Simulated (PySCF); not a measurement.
# GeHF2 (SMILES [F][GeH][F]): USVWN5/ccECP-cc-pVDZ (core potential)

Aim: the vertical ionisation energy of GeHF2 at USVWN5/ccECP-cc-pVDZ (core potential), from 2 runs. Input form: a Python script.

The results are computed with PySCF 2.14.0.

## (1) The system as given

GeHF2: 4 atoms, total charge 0, spin state doublet. SMILES: `[F][GeH][F]`. Geometry: relaxed at PBE0-D4/def2-TZVP.

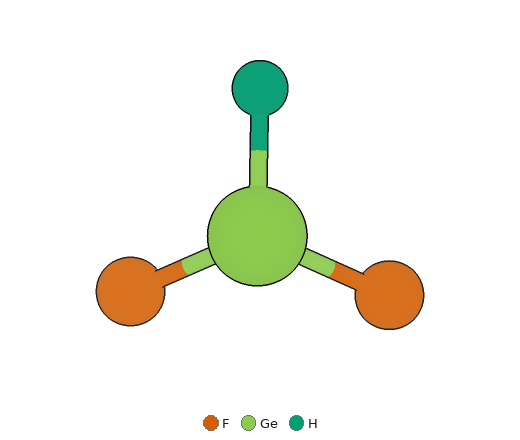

Viewed from a chosen angle; fluorine orange, germanium green, hydrogen teal.

## (2) The energy at USVWN5/ccECP-cc-pVDZ (core potential)

The input, geometry.xyz:

```xyz
4

F     -0.250300    -0.050400     1.551900
Ge     0.499400    -0.086500    -0.009500
F     -0.446800    -1.234800    -0.896800
H      0.253200     1.311400    -0.665800
```

The input, job.py:

```python
from pyscf import gto, dft

mol = gto.M(
    atom='geometry.xyz',
    max_memory=1860,
    spin=1,
    ecp='ccecp',
    charge=0,
    verbose=4,
    basis='ccecp-cc-pvdz',
)

mf = dft.UKS(mol, xc='svwn')
mf.grids.level = 4
mf.conv_tol = 1e-10
mf.kernel()
if not mf.converged:
    mf = mf.newton().run(mf.mo_coeff, mf.mo_occ)

energy = mf.e_tot
print('Final energy', energy)
```

Launch:

```
OMP_NUM_THREADS=1 python job.py
```

The program printed:

```text
PySCF version 2.14.0

[INPUT] num. atoms = 4
[INPUT] num. electrons = 19
[INPUT] charge = 0
[INPUT] spin (= nelec alpha-beta = 2S) = 1
[INPUT] symmetry False subgroup None
[INPUT] Mole.unit = angstrom
[INPUT] Symbol           X                Y                Z      unit          X                Y                Z       unit  Magmom
[INPUT]  1 F     -0.250300000000  -0.050400000000   1.551900000000 AA   -0.472998448979  -0.095242196678   2.932665972713 Bohr   0.0
[INPUT]  2 Ge     0.499400000000  -0.086500000000  -0.009500000000 AA    0.943729226608  -0.163461309775  -0.017952398183 Bohr   0.0
[INPUT]  3 F     -0.446800000000  -1.234800000000  -0.896800000000 AA   -0.844329632456  -2.333433818613  -1.694706388510 Bohr   0.0
[INPUT]  4 H      0.253200000000   1.311400000000  -0.665800000000 AA    0.478478654740   2.478186839755  -1.258179653735 Bohr   0.0

[... 84 lines left out ...]
converged SCF energy = -52.8233980341119  <S^2> = 0.75129323  2S+1 = 2.0012928
Final energy -52.82339803411186
```

Run time: 3.6 s. Hardware: 1 thread of Arm Neoverse V2, shared host; peak memory 0.16 GiB.

## (3) The singlet cation, same level

The input, run.py:

```python
from pyscf import gto, dft

mol = gto.M(
    atom=[
    ('F', (-0.250300, -0.050400, 1.551900)),
    ('Ge', (0.499400, -0.086500, -0.009500)),
    ('F', (-0.446800, -1.234800, -0.896800)),
    ('H', (0.253200, 1.311400, -0.665800)),
],
    basis='ccecp-cc-pvdz',
    charge=1,
    max_memory=1860,
    verbose=3,
    ecp='ccecp',
)

myscf = dft.RKS(mol, xc='svwn')
myscf.conv_tol = 1e-10
myscf.grids.level = 4
myscf.kernel()
if not myscf.converged:
    myscf = myscf.newton().run(myscf.mo_coeff, myscf.mo_occ)

etot = myscf.e_tot
print('E = %.10f Eh' % etot)
```

Launch:

```
OMP_NUM_THREADS=1 python run.py
```

The program printed:

```text
converged SCF energy = -52.4605709842788
E = -52.4605709843 Eh
```

Wall time 2.8 s (1 thread of Arm Neoverse V2, shared host); peak memory 0.16 GiB.

## (4) Results

Level: USVWN5/ccECP-cc-pVDZ (core potential).

| quantity | value |
| --- | --- |
| doublet GeHF2: total energy | -52.82340 Eh |
| doublet GeHF2: dipole moment | 2.47 D |
| doublet GeHF2: HOMO energy (highest over α and β) | -6.15 eV |
| doublet GeHF2: LUMO energy (lowest over α and β) | -4.92 eV |
| doublet GeHF2: ⟨S²⟩ | 0.751 |
| singlet cation: total energy | -52.46057 Eh |
| singlet cation: HOMO energy | -16.69 eV |
| singlet cation: LUMO energy | -13.54 eV |
| singlet cation: HOMO–LUMO gap | 3.15 eV |
| vertical ionisation energy (to the singlet cation) | 9.873 eV |

The vertical ionisation energy comes to 9.87 eV (953 kJ/mol). Only the singlet of the ionised species was computed; a triplet could lie lower. Mulliken charges (singlet cation) run from -0.17 on F1 to +1.15 on Ge2.
